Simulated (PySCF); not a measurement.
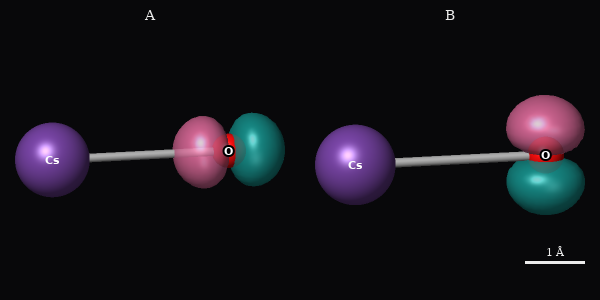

The picture shows: CsO (charge +1, triplet). Two frontier α-spin orbitals, each drawn at the value that holds 80 % of its norm (teal and pink are the two phases), in no order; of a degenerate pair one member is drawn.

Core potentials replace the inner electrons of Cs.

The calculation used PySCF, PBE0/def2-SVP, non-relativistic Hamiltonian with scalar-relativistic core potentials where named, at a bond length of 3.327 Å.

### Label each orbital by symmetry, say whether it is occupied, and order them by energy.

Orbital B: π, occupied in this spin, −17.39 eV; almost wholly on O.
Orbital A: σ, occupied in this spin, −15.23 eV; almost wholly on O.
